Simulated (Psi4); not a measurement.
# C2HFN+ (SMILES Fc1[cH+]n1) at BLYP/aug-cc-pVDZ

Aim: the vertical ionisation energy of C2HFN+ at BLYP/aug-cc-pVDZ, from 2 runs. 

The results are computed with Psi4 1.11.

4 further runs of the same task are left out: 4 set aside as unsound or not needed.

## (1) Starting point

C2HFN+: 5 atoms, total charge +1, spin state singlet. SMILES: `Fc1[cH+]n1`. Geometry: relaxed at GFN2-xTB.

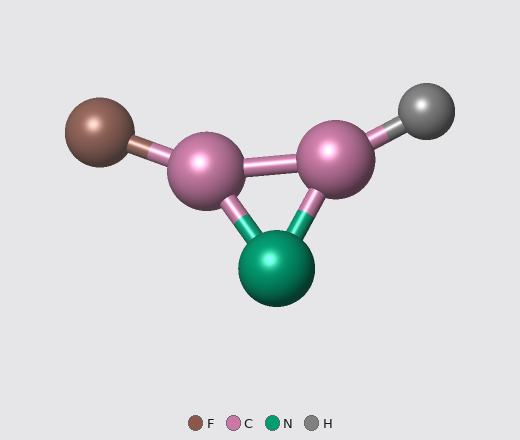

Viewed from a chosen angle; fluorine brown, carbon pink, nitrogen teal, hydrogen grey.

## (2) Energy and gradient at BLYP/aug-cc-pVDZ

job.json

```json
{
  "schema_name": "qcschema_input",
  "schema_version": 1,
  "molecule": {
    "schema_name": "qcschema_molecule",
    "schema_version": 2,
    "symbols": ["F", "C", "C", "N", "H"],
    "geometry": [0.28262744, -2.92259373, 1.9554319, -0.09562014, -1.16136898, 0.4657797, 0.1800909, 1.2723715, -0.3981275, -1.24113432, -0.38550413, -1.65201748, 0.87403613, 3.19709535, -0.37106662],
    "molecular_charge": 1,
    "molecular_multiplicity": 1,
    "fix_symmetry": "c1"
  },
  "driver": "gradient",
  "model": {
    "method": "blyp",
    "basis": "aug-cc-pVDZ"
  },
  "keywords": {
    "puream": true,
    "e_convergence": 1e-09,
    "d_convergence": 1e-08,
    "scf_type": "pk",
    "dft_radial_points": 99,
    "dft_spherical_points": 590,
    "scf_properties": ["WIBERG_LOWDIN_INDICES", "MULLIKEN_CHARGES", "LOWDIN_CHARGES"]
  }
}
```

On the command line:

```bash
$ psi4 --qcschema job.json -n 1 --memory 1600MB
```

stdout:

```text
[...]
  Running in c1 symmetry.
[...]
  Nuclear repulsion =  102.200524204000004
[...]
  Multiplicity = 1
[...]
  Nalpha       = 14
  Nbeta        = 14
[...]
    Number of basis functions: 101
[...]
   @RKS iter   1:  -230.79960916587314    3.39670e-01   5.38962e-03 DIIS/ADIIS
[...]
   @RKS iter  11:  -230.94587028981726   -7.30438e-12   4.82934e-09 DIIS
[...]
    Orbital Energies [Eh]
    ---------------------
    Doubly Occupied:
       1A    -24.687727     2A    -14.401395     3A    -10.408682
       4A    -10.336540     5A     -1.506469     6A     -1.292754
       7A     -0.885060     8A     -0.865607     9A     -0.789742
      10A     -0.771800    11A     -0.736574    12A     -0.671576
      13A     -0.666568    14A     -0.551006
[...]
  @RKS Final Energy:  -230.94587028981726
   => Energetics <=
    Nuclear Repulsion Energy =            102.2005242040000041
    One-Electron Energy =                -508.9177375854607703
    Two-Electron Energy =                 203.9072081994956420
    DFT Exchange-Correlation Energy =     -28.1358651078521831
    Empirical Dispersion Energy =           0.0000000000000000
    VV10 Nonlocal Energy =                  0.0000000000000000
    Total Energy =                       -230.9458702898172646
[...]
 Multipole Moments:
 ------------------------------------------------------------------------------------
     Multipole            Electronic (a.u.)      Nuclear  (a.u.)        Total (a.u.)
 ------------------------------------------------------------------------------------
 L = 1.  Multiply by 2.5417464519 to convert [e a0] to [Debye]
 Dipole X            :          0.1430570            0.2936069            0.4366639
 Dipole Y            :         -1.7822818            3.0410754            1.2587935
 Dipole Z            :          1.1484240           -1.1565381           -0.0081141
 Magnitude           :                                                    1.3324047
[...]
  Mulliken Charges: (a.u.)
   Center  Symbol    Alpha    Beta     Spin     Total
       1     F     4.53084  4.53084  0.00000 -0.06169
       2     C     2.77448  2.77448  0.00000  0.45104
       3     C     2.50864  2.50864  0.00000  0.98272
       4     N     3.51175  3.51175  0.00000 -0.02349
       5     H     0.67429  0.67429  0.00000 -0.34858
   Total alpha = 14.00000, Total beta = 14.00000, Total charge =  1.00000
  Lowdin Charges: (a.u.)
   Center  Symbol    Alpha    Beta     Spin     Total
       1     F     4.31256  4.31256  0.00000  0.37488
[...]
  -Total Gradient:
     Atom            X                  Y                   Z
    ------   -----------------  -----------------  -----------------
       1       -0.000351324556     0.030211690856    -0.016347570897
       2       -0.010452416350    -0.040944724594     0.005791463004
       3       -0.015606137466     0.005003761540    -0.025885926004
       4        0.027638907625     0.018744374151     0.031466410557
       5       -0.001230222325    -0.013011859905     0.004972135639
[...]
```

The result, in JSON:

```text
{
 "driver": "gradient",
 "model": {
  "method": "blyp",
  "basis": "aug-cc-pVDZ"
 },
 "success": true,
 "return_result": [-0.0003513245562306866, 0.03021169085603298, -0.016347570897011332, -0.010452416350415213, -0.04094472459364737, 0.005791463003603378, -0.015606137465554698, 0.005003761540478754, -0.025885926004315385, 0.02763890762529203, 0.018744374150825777, 0.031466410557084434, -0.001230222324770991, -0.013011859905022127, 0.0049721356388529245],
 "properties": {
  "calcinfo_nbasis": 101,
  "calcinfo_nmo": 101,
  "calcinfo_nalpha": 14,
  "calcinfo_nbeta": 14,
  "calcinfo_natom": 5,
  "nuclear_repulsion_energy": 102.200524204,
  "return_energy": -230.94587028981726,
  "return_gradient": [-0.0003513245562306866, 0.03021169085603298, -0.016347570897011332, -0.010452416350415213, -0.04094472459364737, 0.005791463003603378, -0.015606137465554698, 0.005003761540478754, -0.025885926004315385, 0.02763890762529203, 0.018744374150825777, 0.031466410557084434, -0.001230222324770991, -0.013011859905022127, 0.0049721356388529245],
  "scf_one_electron_energy": -508.91773758546077,
  "scf_two_electron_energy": 203.90720819949564,
  "scf_xc_energy": -28.135865107852183,
  "scf_dipole_moment": [0.43666388187201466, 1.2587935458041883, -0.008114099104298056],
  "scf_total_energy": -230.94587028981726,
  "scf_total_gradient": [-0.0003513245562306866, 0.03021169085603298, -0.016347570897011332, -0.010452416350415213, -0.04094472459364737, 0.005791463003603378, -0.015606137465554698, 0.005003761540478754, -0.025885926004315385, 0.02763890762529203, 0.018744374150825777, 0.031466410557084434, -0.001230222324770991, -0.013011859905022127, 0.0049721356388529245],
  "scf_iterations": 11
 }
}
```

It took 15 s on 1 thread of Intel Xeon 6975P-C (Granite Rapids), shared host; peak memory 0.68 GiB.

## (3) Doublet [C2HFN]2+: a single-point energy at UBLYP/aug-cc-pVDZ

input.json

```json
{
 "schema_name": "qcschema_input",
 "schema_version": 1,
 "molecule": {
  "schema_name": "qcschema_molecule",
  "schema_version": 2,
  "symbols": ["F", "C", "C", "N", "H"],
  "geometry": [0.28262744, -2.92259373, 1.9554319, -0.09562014, -1.16136898, 0.4657797, 0.1800909, 1.2723715, -0.3981275, -1.24113432, -0.38550413, -1.65201748, 0.87403613, 3.19709535, -0.37106662],
  "molecular_charge": 2,
  "molecular_multiplicity": 2,
  "fix_symmetry": "c1",
  "fix_com": true,
  "fix_orientation": true
 },
 "driver": "energy",
 "model": {
  "method": "blyp",
  "basis": "aug-cc-pVDZ"
 },
 "keywords": {
  "reference": "uks",
  "puream": true,
  "e_convergence": 1e-09,
  "d_convergence": 1e-08,
  "scf_type": "pk",
  "dft_radial_points": 99,
  "dft_spherical_points": 590,
  "maxiter": 200,
  "scf_properties": ["MULLIKEN_CHARGES", "MAYER_INDICES", "DIPOLE"]
 }
}
```

On the command line:

```bash
$ psi4 --qcschema input.json -n 1 --memory 1600MB
```

stdout:

```text
[...]
  Running in c1 symmetry.
[...]
  Nuclear repulsion =  102.200524204000004
[...]
  Multiplicity = 2
[...]
  Nalpha       = 14
  Nbeta        = 13
[...]
    Number of basis functions: 101
[...]
   @UKS iter   1:  -230.11061633362559    1.02866e+00   5.01540e-03 DIIS/ADIIS
[...]
   @UKS iter  13:  -230.23746338488601   -5.25802e-12   6.44486e-09 DIIS
[...]
   @S^2 Observed:                7.523300233E-01
[...]
    Orbital Energies [Eh]
    ---------------------
    Alpha Occupied:
       1A    -25.016943     2A    -14.799006     3A    -10.769742
       4A    -10.691212     5A     -1.818389     6A     -1.649399
       7A     -1.205839     8A     -1.190646     9A     -1.126159
      10A     -1.082886    11A     -1.059073    12A     -1.007611
      13A     -0.986939    14A     -0.917678
    Alpha Virtual:
      15A     -0.728343    16A     -0.670342    17A     -0.551304
      18A     -0.480447    19A     -0.444408    20A     -0.375093
      21A     -0.352082    22A     -0.320505    23A     -0.304288
      24A     -0.270825    25A     -0.254388    26A     -0.243632
[...]
  @UKS Final Energy:  -230.23746338488601
   => Energetics <=
    Nuclear Repulsion Energy =            102.2005242040000041
    One-Electron Energy =                -499.3619568281963552
    Two-Electron Energy =                 194.6366032004759177
    DFT Exchange-Correlation Energy =     -27.7126339611656043
    Empirical Dispersion Energy =           0.0000000000000000
    VV10 Nonlocal Energy =                  0.0000000000000000
    Total Energy =                       -230.2374633848860128
[...]
 Multipole Moments:
 ------------------------------------------------------------------------------------
     Multipole            Electronic (a.u.)      Nuclear  (a.u.)        Total (a.u.)
 ------------------------------------------------------------------------------------
 L = 1.  Multiply by 2.5417464519 to convert [e a0] to [Debye]
 Dipole X            :          4.6549060           -4.7634326           -0.1085266
 Dipole Y            :         25.0713911          -25.1387620           -0.0673709
 Dipole Z            :         -6.1966050            6.0696113           -0.1269937
 Magnitude           :                                                    0.1801229
[...]
  Mulliken Charges: (a.u.)
   Center  Symbol    Alpha    Beta     Spin     Total
       1     F     4.50426  4.35641  0.14785  0.13933
       2     C     2.74660  2.62825  0.11835  0.62516
       3     C     2.48306  2.33954  0.14352  1.17740
       4     N     3.63636  3.07881  0.55755  0.28482
       5     H     0.62972  0.59699  0.03273 -0.22671
   Total alpha = 14.00000, Total beta = 13.00000, Total charge =  2.00000
  Mayer Bond Indices:
  Total Bond Index:
[...]
```

The result, in JSON:

```text
{
 "driver": "energy",
 "model": {
  "method": "blyp",
  "basis": "aug-cc-pVDZ"
 },
 "success": true,
 "return_result": -230.237463384886,
 "properties": {
  "calcinfo_nbasis": 101,
  "calcinfo_nmo": 101,
  "calcinfo_nalpha": 14,
  "calcinfo_nbeta": 13,
  "calcinfo_natom": 5,
  "nuclear_repulsion_energy": 102.200524204,
  "return_energy": -230.237463384886,
  "scf_one_electron_energy": -499.36195682819636,
  "scf_two_electron_energy": 194.63660320047592,
  "scf_xc_energy": -27.712633961165604,
  "scf_dipole_moment": [-0.10852656965567142, -0.06737090445745153, -0.12699368177999393],
  "scf_total_energy": -230.237463384886,
  "scf_iterations": 13
 }
}
```

Run time: 17 s. Hardware: 1 thread of Intel Xeon 6975P-C (Granite Rapids), shared host; peak memory 0.69 GiB.

## (4) What came out

At BLYP/aug-cc-pVDZ:

```
                                             quantity          value
                         singlet C2HFN+: total energy  -230.94587 Eh
                          singlet C2HFN+: HOMO energy      -14.99 eV
                          singlet C2HFN+: LUMO energy      -10.75 eV
                        singlet C2HFN+: HOMO–LUMO gap        4.25 eV
             singlet C2HFN+: largest force on an atom     2.359 eV/Å
                      doublet [C2HFN]2+: total energy  -230.23746 Eh
doublet [C2HFN]2+: HOMO energy (highest over α and β)      -24.97 eV
 doublet [C2HFN]2+: LUMO energy (lowest over α and β)      -23.56 eV
                              doublet [C2HFN]2+: ⟨S²⟩          0.752
 vertical ionisation energy (to the doublet dication)      19.277 eV
```

In words: The vertical ionisation energy comes to 19.28 eV (1860 kJ/mol). The largest force (singlet C2HFN+) is 2.36 eV/Å: the shape isn't a stationary point for this species at this level. The negative HOMO energy of the first species, 14.99 eV, lies 4.28 eV below that difference. Mulliken charges (singlet C2HFN+) run from -0.35 on H5 to +0.98 on C3; in a basis this large or diffuse they mean little.
